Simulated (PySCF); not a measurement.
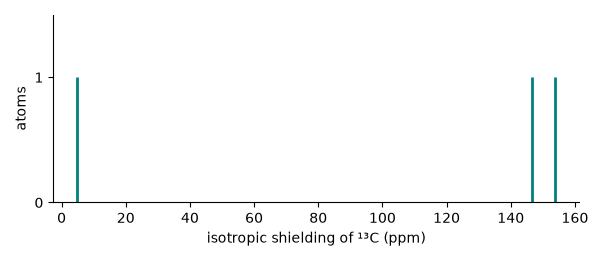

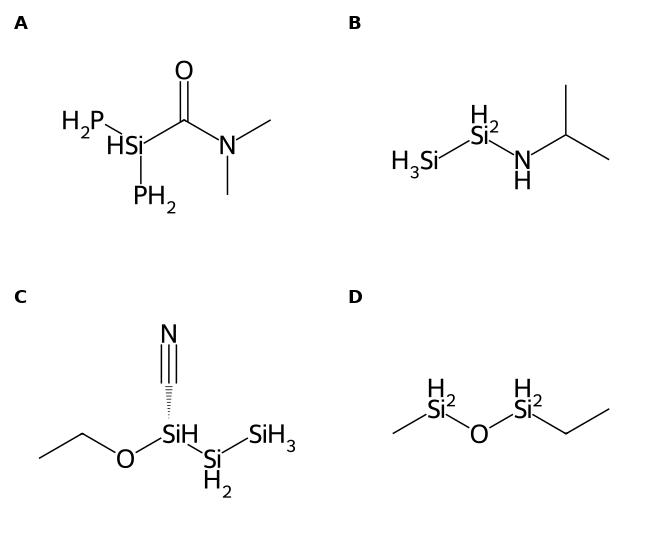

The sticks are computed shieldings of one of the molecules, for one fixed geometry (GFN2-xTB) without averaging over rotations. Low shielding means a high chemical shift. Method: GIAO PBE0/pcSseg-1 NMR shielding, non-relativistic, gas phase (PySCF 2.14.0).

Question: Match the spectrum to a structure.

Answer: A, `CN(C)C(=O)[SiH](P)P`. Its 3 C atoms give lines at 4.8, 146.7, 153.8 ppm.

The geometry is semi-empirical. Around P, Si such bond lengths and angles can be off by a tenth of an ångström or more and by several degrees, and values that hang on the shape move with them.
